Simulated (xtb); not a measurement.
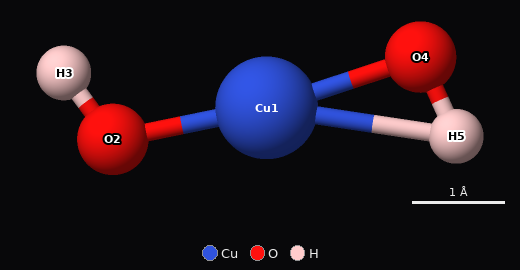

Fig. 1: The input geometry (ball-and-stick view, seen on its broad side; atoms are numbered from 1 in the order of the input). Sticks mark near contacts. Bond lengths as drawn: Cu–H 2.11 Å, Cu–O 1.72 to 1.78 Å and H–O 0.91 to 0.95 Å.

# Geometry relaxation of CuH₂O₂ (charge −1) (part 1 of 3)

- system: CuH₂O₂, charge −1
- method: GFN2-xTB (xtb 6.7.1 later snapshot)

**Output**
```
* xtb version 6.7.1
   ID    Z sym.   atoms
    1   29 Cu     1
    2    8 O      2, 4
    3    1 H      3, 5

           -------------------------------------------------
          |                Calculation Setup                |
           -------------------------------------------------

          program call               : xtb mol.xyz --gfn 2 -c -1 --ohess crude
          coordinate file            : mol.xyz
          omp threads                :                     1

           -------------------------------------------------
          |                 G F N 2 - x T B                 |
           -------------------------------------------------

      * Hamiltonian:
        H0-scaling (s, p, d)           1.850000    2.230000    2.230000
        zeta-weighting                 0.500000
      * Dispersion:
        s8                             2.700000
        a1                             0.520000
        a2                             5.000000
        s9                             5.000000
      * Repulsion:
        kExp                           1.500000    1.000000
        rExp                           1.000000
      * Coulomb:
        alpha                          2.000000
        third order                    shell-resolved
        anisotropic                    true
        a3                             3.000000
        a5                             4.000000
        cn-shift                       1.200000
        cn-exp                         4.000000
        max-rad                        5.000000

          ...................................................
          :                      SETUP                      :
          :.................................................:
          :  # basis functions                  20          :
          :  # atomic orbitals                  19          :
          :  # shells                            9          :
          :  # electrons                        26          :
          :  max. iterations                   250          :
          :  Hamiltonian                  GFN2-xTB          :
          :  restarted?                      false          :
          :  GBSA solvation                  false          :
          :  PC potential                    false          :
          :  electronic temp.          300.0000000     K    :
          :  accuracy                    1.0000000          :
          :  -> integral cutoff          0.2500000E+02      :
          :  -> integral neglect         0.1000000E-07      :
          :  -> SCF convergence          0.1000000E-05 Eh   :
          :  -> wf. convergence          0.1000000E-03 e    :
          :  Broyden damping             0.4000000          :
          :  net charge                         -1          :
          :  unpaired electrons                  0          :
          ...................................................

 iter      E             dE          RMSdq      gap      omega  full diag
   1    -13.3140276 -0.133140E+02  0.581E+00    7.89       0.0  T
   2    -13.3161514 -0.212374E-02  0.372E+00    7.61       1.0  T
   3    -13.3174414 -0.129008E-02  0.123E+00    7.14       1.0  T
   4    -13.3175943 -0.152827E-03  0.513E-01    7.12       1.0  T
   5    -13.3176176 -0.233376E-04  0.255E-01    7.12       1.0  T
   6    -13.3176334 -0.157859E-04  0.533E-02    7.12       1.0  T
   7    -13.3176344 -0.104810E-05  0.110E-02    7.11       4.1  T
   8    -13.3176345 -0.418761E-07  0.374E-03    7.11      12.0  T
   9    -13.3176345 -0.444559E-08  0.126E-03    7.11      35.4  T
  10    -13.3176345 -0.608862E-09  0.141E-03    7.11      31.7  T
  11    -13.3176345 -0.430125E-09  0.131E-04    7.11     340.8  T
  12    -13.3176345 -0.260769E-11  0.256E-05    7.11    1750.1  T

   *** convergence criteria satisfied after 12 iterations ***

         #    Occupation            Energy/Eh            Energy/eV
      -------------------------------------------------------------
         1        2.0000           -0.4362515             -11.8710
       ...           ...                  ...                  ...
         7        2.0000           -0.1900345              -5.1711
         8        2.0000           -0.1824847              -4.9657
         9        2.0000           -0.1163766              -3.1668
        10        2.0000           -0.1160292              -3.1573
        11        2.0000           -0.1052192              -2.8632
        12        2.0000           -0.0958774              -2.6090
        13        2.0000           -0.0911488              -2.4803 (HOMO)
        14                          0.1702325               4.6323 (LUMO)
        15                          0.1777116               4.8358
        16                          0.2742364               7.4624
        17                          0.4317525              11.7486
        18                          0.5934798              16.1494
        19                          0.8159969              22.2044
      -------------------------------------------------------------
                  HL-Gap            0.2613812 Eh            7.1125 eV
             Fermi-level            0.0395418 Eh            1.0760 eV

 SCC (total)                   0 d,  0 h,  0 min,  0.002 sec
 SCC setup                      ...        0 min,  0.000 sec (  2.295%)
 Dispersion                     ...        0 min,  0.000 sec (  0.861%)
 classical contributions        ...        0 min,  0.000 sec (  0.220%)
 integral evaluation            ...        0 min,  0.000 sec ( 12.204%)
 iterations                     ...        0 min,  0.002 sec ( 63.903%)
 molecular gradient             ...        0 min,  0.000 sec ( 17.960%)
 printout                       ...        0 min,  0.000 sec (  2.097%)

         :::::::::::::::::::::::::::::::::::::::::::::::::::::
         ::                     SUMMARY                     ::
         :::::::::::::::::::::::::::::::::::::::::::::::::::::
         :: total energy             -13.267520257089 Eh    ::
         :: gradient norm              0.083267560275 Eh/a0 ::
         :: HOMO-LUMO gap              7.112545428778 eV    ::
         ::.................................................::
         :: SCC energy               -13.317634600027 Eh    ::
         :: -> isotropic ES            0.235040035584 Eh    ::
         :: -> anisotropic ES         -0.009006410785 Eh    ::
         :: -> anisotropic XC         -0.006598363030 Eh    ::
         :: -> dispersion             -0.001649246595 Eh    ::
         :: repulsion energy           0.050114342938 Eh    ::
         :: add. restraining           0.000000000000 Eh    ::
         :: total charge              -1.000000000000 e     ::
         :::::::::::::::::::::::::::::::::::::::::::::::::::::

      -----------------------------------------------------------
     |                   =====================                   |
     |                        A N C O P T                        |
     |                   =====================                   |
     |               Approximate Normal Coordinate               |
     |                Rational Function Optimizer                |
      -----------------------------------------------------------

          ...................................................
          :                      SETUP                      :
          :.................................................:
          :   optimization level             crude          :
          :   max. optcycles                   200          :
          :   ANC micro-cycles                  20          :
          :   degrees of freedom                 9          :
          :.................................................:
          :   RF solver                   davidson          :
          :   write xtbopt.log                true          :
          :   linear?                        false          :
          :   energy convergence         0.5000000E-03 Eh   :
          :   grad. convergence          0.1000000E-01 Eh/α :
          :   maximum RF displ.          1.0000000          :
          :   Hlow (freq-cutoff)         0.1000000E-01      :
          :   Hmax (freq-cutoff)         5.0000000          :
          :   S6 in model hess.         20.0000000          :
          ...................................................

generating ANC from exact Hessian ...
Using Lindh-Hessian (1995)
 Shifting diagonal of input Hessian by    9.8964104123969703E-003
 Lowest  eigenvalues of input Hessian
    0.000000    0.000000    0.000000    0.000000    0.000000    0.000000
    0.010000    0.011470    0.058474    0.101276    0.283679    0.572987
    1.293091    1.318566    1.660797
 Highest eigenvalues
    0.101276    0.283679    0.572987    1.293091    1.318566    1.660797

........................................................................
.............................. CYCLE    1 ..............................
........................................................................

 iter      E             dE          RMSdq      gap      omega  full diag
   1    -13.3176345 -0.133176E+02  0.761E-06    7.11       0.0  T
   2    -13.3176345 -0.177636E-13  0.524E-06    7.11    8542.6  T
   3    -13.3176345 -0.177636E-14  0.159E-06    7.11   28044.9  T
     SCC iter.                  ...        0 min,  0.001 sec
     gradient                   ...        0 min,  0.000 sec
 * total energy  :   -13.2675203 Eh     change       -0.8348877E-13 Eh
   gradient norm :     0.0832675 Eh/α   predicted     0.0000000E+00 (-100.00%)
   displ. norm   :     0.0899703 α      lambda       -0.5597520E-02
   maximum displ.:     0.0512565 α      in ANC's #4, #8, #5, ...

........................................................................
.............................. CYCLE    2 ..............................
........................................................................

 iter      E             dE          RMSdq      gap      omega  full diag
   1    -13.3114218 -0.133114E+02  0.283E-01    7.13       0.0  T
   2    -13.3114386 -0.168501E-04  0.182E-01    7.14       1.0  T
   3    -13.3114457 -0.709062E-05  0.786E-02    7.15       1.0  T
   4    -13.3114470 -0.126262E-05  0.326E-02    7.15       1.4  T
   5    -13.3114471 -0.127743E-06  0.499E-03    7.15       9.0  T
   6    -13.3114471 -0.108624E-07  0.215E-03    7.15      20.8  T
   7    -13.3114471 -0.231881E-08  0.631E-04    7.15      70.8  T
   8    -13.3114471 -0.177343E-09  0.351E-04    7.15     127.4  T
     SCC iter.                  ...        0 min,  0.001 sec
     gradient                   ...        0 min,  0.000 sec
 * total energy  :   -13.2711310 Eh     change       -0.3610750E-02 Eh
   gradient norm :     0.0258239 Eh/α   predicted    -0.2821416E-02 ( -21.86%)
   displ. norm   :     0.0863157 α      lambda       -0.1621230E-02
   maximum displ.:     0.0634817 α      in ANC's #5, #4, #8, ...

........................................................................
.............................. CYCLE    3 ..............................
........................................................................

 iter      E             dE          RMSdq      gap      omega  full diag
   1    -13.3090975 -0.133091E+02  0.198E-01    7.19       0.0  T
   2    -13.3091025 -0.495856E-05  0.138E-01    7.20       1.0  T
   3    -13.3091057 -0.321348E-05  0.508E-02    7.21       1.0  T
   4    -13.3091062 -0.509558E-06  0.159E-02    7.21       2.8  T
   5    -13.3091062 -0.440117E-07  0.266E-03    7.21      16.8  T
   6    -13.3091062 -0.216925E-08  0.108E-03    7.21      41.4  T
   7    -13.3091062 -0.506084E-09  0.425E-04    7.21     105.2  T
   8    -13.3091062 -0.596234E-10  0.111E-04    7.21     402.1  T
     SCC iter.                  ...        0 min,  0.001 sec
     gradient                   ...        0 min,  0.000 sec
 * total energy  :   -13.2722368 Eh     change       -0.1105813E-02 Eh
   gradient norm :     0.0139831 Eh/α   predicted    -0.8166534E-03 ( -26.15%)
   displ. norm   :     0.0841834 α      lambda       -0.6593509E-03
   maximum displ.:     0.0616666 α      in ANC's #5, #1, #2, ...

........................................................................
.............................. CYCLE    4 ..............................
........................................................................

 iter      E             dE          RMSdq      gap      omega  full diag
   1    -13.3085262 -0.133085E+02  0.155E-01    7.23       0.0  T
   2    -13.3085283 -0.206998E-05  0.112E-01    7.23       1.0  T
   3    -13.3085302 -0.194509E-05  0.299E-02    7.24       1.5  T
   4    -13.3085304 -0.178051E-06  0.722E-03    7.24       6.2  T
   5    -13.3085304 -0.185565E-07  0.200E-03    7.24      22.3  T
   6    -13.3085304 -0.100362E-08  0.620E-04    7.24      72.1  T
   7    -13.3085304 -0.122119E-09  0.330E-04    7.24     135.7  T
     SCC iter.                  ...        0 min,  0.001 sec
     gradient                   ...        0 min,  0.000 sec
 * total energy  :   -13.2726035 Eh     change       -0.3667165E-03 Eh
   gradient norm :     0.0122259 Eh/α   predicted    -0.3320102E-03 (  -9.46%)
   displ. norm   :     0.1325082 α      lambda       -0.3787480E-03
   maximum displ.:     0.0929419 α      in ANC's #1, #2, #5, ...

........................................................................
.............................. CYCLE    5 ..............................
........................................................................

 iter      E             dE          RMSdq      gap      omega  full diag
   1    -13.3085790 -0.133086E+02  0.211E-01    7.24       0.0  T
   2    -13.3085836 -0.463901E-05  0.155E-01    7.24       1.0  T
   3    -13.3085891 -0.549326E-05  0.431E-02    7.25       1.0  T
   4    -13.3085894 -0.287661E-06  0.914E-03    7.25       4.9  T
   5    -13.3085894 -0.492365E-07  0.189E-03    7.25      23.7  T
   6    -13.3085894 -0.101029E-08  0.658E-04    7.25      67.9  T
   7    -13.3085894 -0.805915E-10  0.254E-04    7.25     176.3  T
     SCC iter.                  ...        0 min,  0.001 sec
     gradient                   ...        0 min,  0.000 sec
 * total energy  :   -13.2726064 Eh     change       -0.2860668E-05 Eh
   gradient norm :     0.0109699 Eh/α   predicted    -0.1926972E-03 (6636.09%)
   displ. norm   :     0.0761222 α      lambda       -0.3177802E-03
   maximum displ.:     0.0568415 α      in ANC's #1, #2, #3, ...

........................................................................
.............................. CYCLE    6 ..............................
........................................................................

 iter      E             dE          RMSdq      gap      omega  full diag
   1    -13.3098756 -0.133099E+02  0.127E-01    7.26       0.0  T
   2    -13.3098774 -0.176469E-05  0.945E-02    7.26       1.0  T
   3    -13.3098795 -0.210344E-05  0.284E-02    7.25       1.6  T
   4    -13.3098796 -0.128678E-06  0.587E-03    7.25       7.6  T
   5    -13.3098796 -0.104974E-07  0.938E-04    7.25      47.7  T
   6    -13.3098796 -0.299103E-09  0.411E-04    7.25     108.9  T
     SCC iter.                  ...        0 min,  0.000 sec
     gradient                   ...        0 min,  0.000 sec
 * total energy  :   -13.2727911 Eh     change       -0.1846851E-03 Eh
   gradient norm :     0.0044292 Eh/α   predicted    -0.1598121E-03 ( -13.47%)
   displ. norm   :     0.0227887 α      lambda       -0.4334065E-04
   maximum displ.:     0.0182225 α      in ANC's #3, #4, #2, ...

   *** GEOMETRY OPTIMIZATION CONVERGED AFTER 6 ITERATIONS ***

------------------------------------------------------------------------
 total energy gain   :        -0.0052708 Eh       -3.3075 kcal/mol
 total RMSD          :         0.1132641 a0        0.0599 Å
 total power (kW/mol):        -2.3064250 (step)-1639.1922 (real)
------------------------------------------------------------------------

 ANCopt (total)                0 d,  0 h,  0 min,  0.008 sec
 optimizer setup                ...        0 min,  0.000 sec (  0.784%)
 model hessian                  ...        0 min,  0.000 sec (  0.727%)
 ANC generation                 ...        0 min,  0.000 sec (  0.604%)
 coordinate transformation      ...        0 min,  0.000 sec (  0.295%)
 single point calculation       ...        0 min,  0.008 sec ( 89.312%)
 optimization log               ...        0 min,  0.000 sec (  3.217%)
 hessian update                 ...        0 min,  0.000 sec (  0.369%)
 rational function              ...        0 min,  0.000 sec (  2.897%)

================
 final structure:
================
5
 xtb: 6.7.1
Cu           0.01567403567923        0.02799021296734       -0.01473318139761
O            0.00914066393796       -0.01468965527330        1.74871590914223
H           -0.29173769305125        0.85837869041894        2.02522121692908
O            0.02711603443765        0.02281900880415       -1.77981838117890
H            0.31453695899641       -0.86541825691713       -2.00937556349481

 Bond Distances (Angstroems)
 ---------------------------
Cu1-O2=1.7640        Cu1-O4=1.7651        O2-Cu1=1.7640        O2-H3=0.9640         H3-O2=0.9640         O4-Cu1=1.7651
O4-H5=0.9614         H5-O4=0.9614
 O  H  Rav=0.9627 sigma=0.0013  Rmin=0.9614  Rmax=0.9640     2
 Cu O  Rav=1.7646 sigma=0.0006  Rmin=1.7640  Rmax=1.7651     2

 selected bond angles (degree)
 --------------------
O4-Cu1-O2=178.44               H3-O2-Cu1=105.43               H5-O4-Cu1=104.09
```
